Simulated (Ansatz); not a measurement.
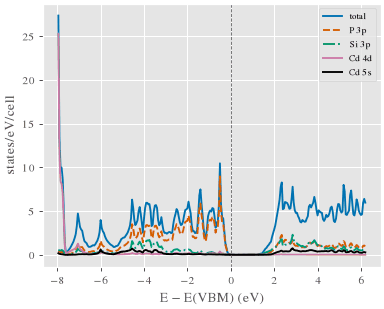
Total and projected density of states of CdSiP₂ (chalcopyrite, space group No. 122), plane-wave PAW LDA (Ansatz code)

### Question
Which orbitals carry the states next to the gap?

### Answer
Top 1 eV of the valence band: P 3p 83 %, outside the projected shells 6 %. Bottom 1 eV of the conduction band: Si 3p 28 %, P 3p 23 %, P 3s 11 %, Si 3s 9 %, Cd 5s 5 %, outside the projected shells 24 %. Projections are on Löwdin-orthogonalised atomic valence shells; empty p or d shells of many metals are not among them.

Space group I-42d (chalcopyrite). The LDA relaxation kept the symmetry of its start. Spin–orbit coupling is left out wherever it is not named.

Potentials: the later of the program's two PAW sets.
